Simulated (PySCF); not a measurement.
## A study: C4H12OSi, SMILES `C[Si](C)(C)OC`

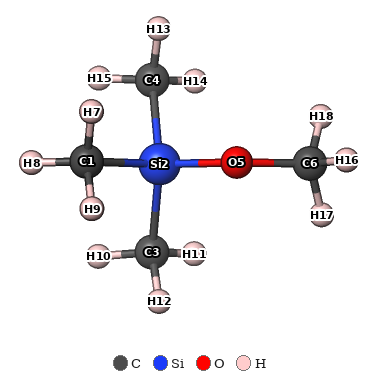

The molecule, with its atoms numbered as below. No frequency check shows the geometry to be a minimum.

Geometry (Å), atoms numbered from 1:

```
C1       1.5667    1.4647    0.0146
Si2      0.3696   -0.0052    0.0003
C3       0.5950   -1.0855   -1.5593
C4       0.5919   -1.1166    1.5387
O5      -1.0857    0.7469    0.0075
C6      -2.3618    0.1793    0.0001
H7       1.4316    2.0781    0.8989
H8       2.5945    1.1189    0.0047
H9       1.4225    2.1013   -0.8517
H10      1.5976   -1.4959   -1.6234
H11     -0.0981   -1.9230   -1.5702
H12      0.4214   -0.5070   -2.4626
H13      0.4334   -0.5528    2.4539
H14     -0.1127   -1.9446    1.5396
H15      1.5891   -1.5420    1.5871
H16     -3.0897    0.9904    0.0428
H17     -2.5253   -0.4014   -0.9111
H18     -2.5040   -0.4759    0.8629
```

### 1. Bonding charge

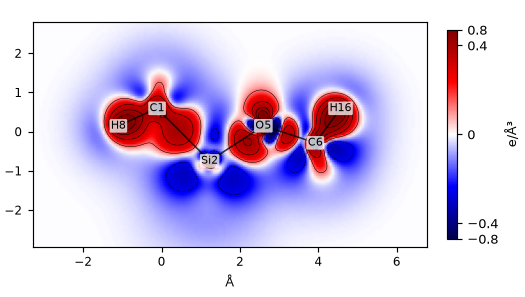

Deformation density (molecule less spherical, spin-averaged free atoms) in the plane of C1, Si2, O5, C6, H8 and H16; colour scale in e/Å³, logarithmic beyond ±0.1; red: gain, blue: loss.

PySCF calculation, PBE0/def2-TZVP, gas phase; geometry: GFN2-xTB.

Question: Describe the bonding that the map shows.

Answer: C6–H16: +0.77 e/Å³ at the bond critical point (bond length 1.09 Å, Mayer order 1.0). C1–H8: +0.67 e/Å³ at the bond critical point (bond length 1.08 Å, Mayer order 0.9). C1–Si2: +0.20 e/Å³ at the bond critical point (bond length 1.90 Å, Mayer order 1.0). Si2–O5: +0.11 e/Å³ at the bond critical point (bond length 1.64 Å, Mayer order 1.2); up to 0.6 Å beside the axis the gain reaches +0.40 e/Å³. O5–C6: +0.09 e/Å³ at the bond critical point (bond length 1.40 Å, Mayer order 1.0); up to 0.6 Å beside the axis the gain reaches +0.32 e/Å³. In all, 4.0 electrons gather in the regions of gain relative to the promolecule. A small or negative value marks a very polar bond, one between electron-rich atoms, whose free-atom densities already overlap strongly, a long bond to a heavier atom, or a closed-shell contact such as a hydrogen bond.

Question: Where do the Hirshfeld charges lie?

Answer: The highest Hirshfeld charge is on Si2 (+0.45 e), the lowest on O5 (−0.23 e).

### 2. Bond critical points

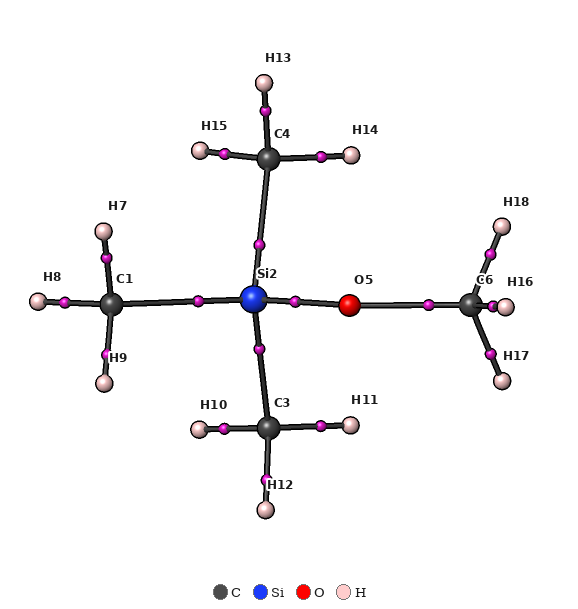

Molecular graph of the electron density (QTAIM): bond paths, bond critical points (magenta), ring points (cyan, if any); weak paths are dashed.

Question: How many critical points of each kind are there, and does the count close?

Answer: 18 nuclei, 17 bond, 0 ring and 0 cage critical points: 18 − 17 + 0 − 0 = 1, as the Poincaré–Hopf relation requires.

Question: What does the calculation give at each kind of bond critical point?

Answer:
| bond | length (Å) | ρ (a.u.) | ∇²ρ (a.u.) | ε | H (a.u.) |
| --- | --- | --- | --- | --- | --- |
| C6–H16 | 1.091 | 0.286 | −1.02 | 0.05 | −0.290 |
| C6–H18 | 1.093 | 0.283 | −1.00 | 0.05 | −0.286 |
| C6–H17 | 1.093 | 0.283 | −1.00 | 0.05 | −0.286 |
| C1–H7 (2 alike) | 1.085 | 0.275 | −0.92 | 0.02 | −0.278 |
| C1–H8 | 1.084 | 0.275 | −0.92 | 0.02 | −0.278 |
| C3–H10 | 1.085 | 0.274 | −0.91 | 0.02 | −0.277 |
| C4–H15 | 1.085 | 0.274 | −0.91 | 0.02 | −0.277 |
| C4–H13 | 1.087 | 0.274 | −0.91 | 0.02 | −0.276 |
| C3–H12 | 1.087 | 0.274 | −0.91 | 0.02 | −0.276 |
| C3–H11 | 1.087 | 0.273 | −0.91 | 0.02 | −0.275 |
| C4–H14 | 1.087 | 0.273 | −0.91 | 0.02 | −0.275 |
| O5–C6 | 1.397 | 0.264 | −0.50 | 0.01 | −0.384 |
| Si2–O5 | 1.638 | 0.139 | +0.86 | 0.07 | −0.049 |
| C1–Si2 | 1.896 | 0.120 | +0.15 | 0.04 | −0.074 |
| Si2–C3 | 1.911 | 0.116 | +0.14 | 0.03 | −0.071 |
| Si2–C4 | 1.911 | 0.116 | +0.14 | 0.03 | −0.071 |

Question: What kind of interaction is C3–H11?

Answer: Shared-shell (covalent): ρ = 0.273, ∇²ρ = −0.91, H = −0.275 a.u.

### 3. Local ionisation energy

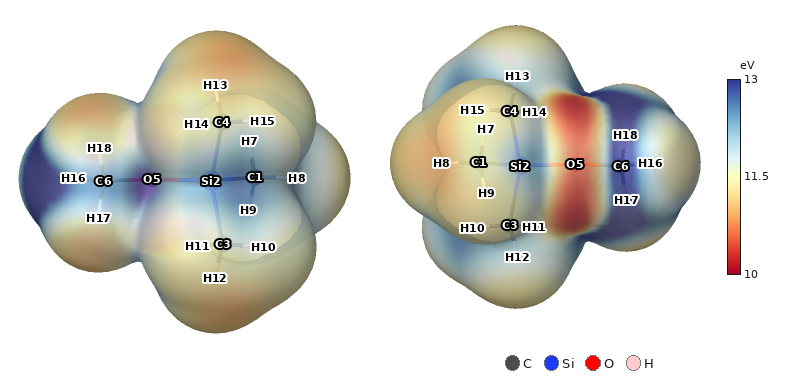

Average local ionisation energy on the surface of electron density 0.001 a.u. (back view left, front view right).

Question: Locate the minima of the map.

Answer: The lowest value is 10.2 eV, 1.8 Å from O5. Further minima include 10.9 eV, near H15 (1.84 Å), H13 (1.89 Å), H14 (1.92 Å) and C4 (1.99 Å), and at like points elsewhere; 11.0 eV, 1.4 Å from H17. For comparison, the highest occupied orbital lies at −7.6 eV.

Question: What volume does the surface enclose, and what is the dipole moment?

Answer: About 163 Å³; the dipole moment is 1.0 D.

### 4. In an electric field

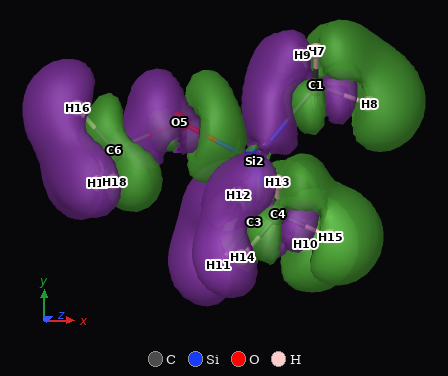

Change of the electron density in a uniform field of 0.21 V/Å, surfaces at ±0.001 e/Å³ (purple: gain, green: loss).

Level of theory: PBE0/def2-TZVP (PySCF), at a geometry from GFN2-xTB. A basis without diffuse functions makes polarisabilities too small.

Question: Along which Cartesian direction does the field point?

Answer: Along +x: electrons gather on the −x side, against the field.

Question: What dipole is induced, and what polarisability does it imply?

Answer: The induced dipole is 0.80 D (along the field); α along this axis, from the fields in both directions, is 79 bohr³ (11.7 Å³).

Question: Which atoms gain and lose the most charge?

Answer: Electrons gather most on H16 (Hirshfeld charge changes by −0.007 e) and leave H8 most (+0.009 e); 0.077 electrons are displaced in all.

### 5. Removing or adding an electron

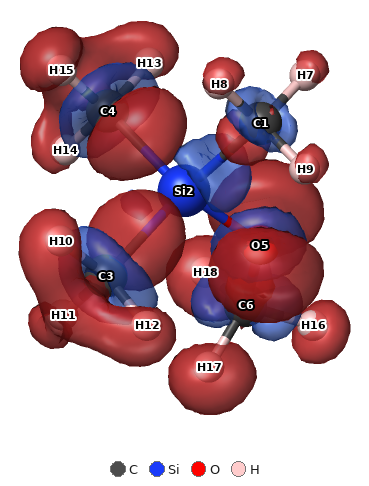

Fukui function f⁻ = ρ(N) − ρ(N−1) at fixed geometry, surfaces at ±0.02 e/Å³ (red positive, blue negative).

Method: PBE0/def2-TZVP; geometry: GFN2-xTB; program: PySCF.

Question: On which atoms does the density change most on removal of an electron?

Answer: f⁻ (Hirshfeld-condensed) is largest on O5 (0.18); the vertical ionisation energy is 9.48 eV (the stability of the cation's solution wasn't checked). Condensed values hint at sites of electrophilic attack but needn't mark the atom that reacts. Orbital relaxation makes it negative in places (0.26 e in all).
